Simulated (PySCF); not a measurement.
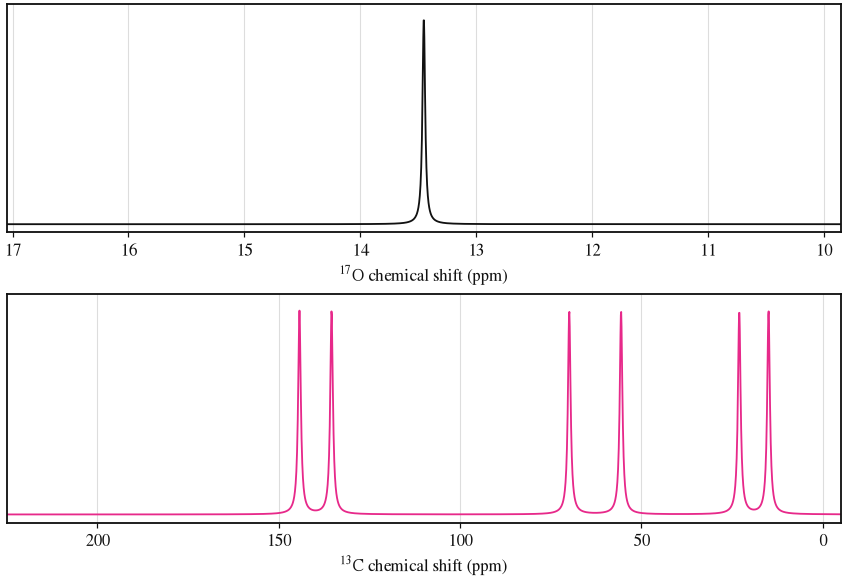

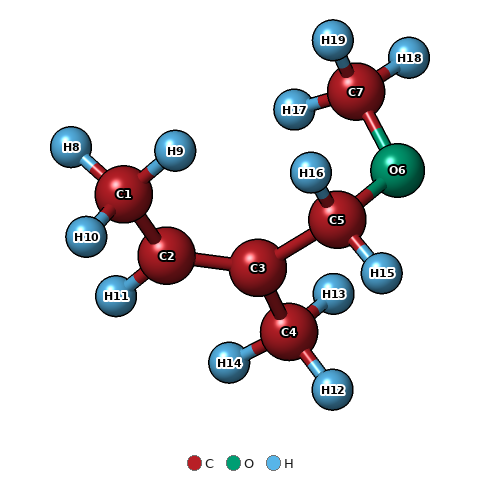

Spectrum and numbered structure of C₆H₁₂O, SMILES C/C=C(/C)COC. GIAO shifts, CAM-B3LYP/pcSseg-1 with PySCF, at a PBE0-D3(BJ)/def2-SVP geometry (no frequency check), against H₂O for ¹⁷O and TMS for ¹³C computed at the same level (¹⁷O: a single water molecule, while the usual scale starts at liquid water and gives values some tens of ppm lower). Gas phase, fully decoupled, line heights follow the number of nuclei, widths are arbitrary (no quadrupolar broadening); values of one conformer, averaged over nuclei that symmetry or rotation about single bonds exchange, these motions taken as fast; other conformers aren't averaged in.

> Where does the ¹⁷O line lie?

At 13.5 ppm (O6).

> Which ¹³C nuclei are the least shielded, and which the most?

Least shielded: C3 at 144.3 ppm. Most shielded: C1 at 15.0 ppm.
